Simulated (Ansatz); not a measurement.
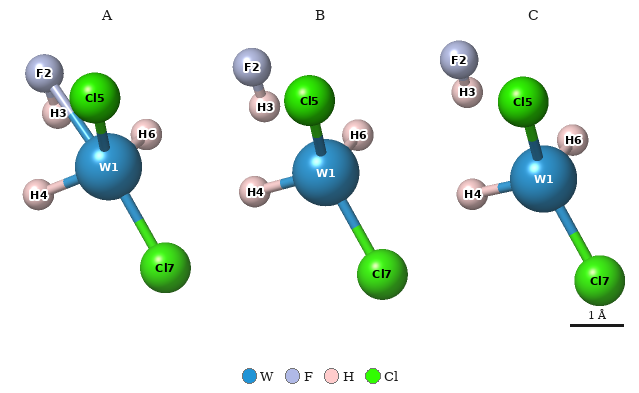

3 geometries from one relaxation of WH₃Cl₂F, in shuffled order. The picture is a ball-and-stick view, seen from a free direction.

The run prepares an end point of a later path (reaction) calculation, from a guessed geometry.

These are results of RKS PBE/def2-SVP (Ansatz 0.2.0), not measurements. Set-up: no spin polarisation; force threshold 0.03 eV/Å; at most 50 steps.

Put them in the order of the run, from the start to the converged end.

C, B, A. They are steps 0, 2, 8, at +0.188 eV, +0.073 eV relative to the last. The energy falls by 0.188 eV in 7 accepted moves (8 points after the start). The largest force component goes from 0.38 to 0.028 eV/Å. The line search rejected the trial step at point 4 of the run. H3 moves most after the best rigid fit: 0.57 Å. By element the largest moves are H 0.57 Å, F 0.41 Å, W 0.34 Å, Cl 0.30 Å. Some distances before and after: W1–H3 2.913 → 2.041 Å, W1–F2 3.046 → 2.312 Å, F2–H3 0.934 → 1.029 Å, W1–Cl5 2.238 → 2.271 Å. New bonds form, among them: W1–F2 (3.05 → 2.31 Å). Among the angles between lasting bonds that change: Cl5–W1–Cl7 129.7° → 120.4°, H4–W1–H6 82.2° → 90.6°, H4–W1–Cl5 113.0° → 121.3°. The run took 9.7 s on 2 threads of AMD EPYC 9R45 96-Core Processor (Zen 5), on a shared host, peak memory 0.16 GiB.
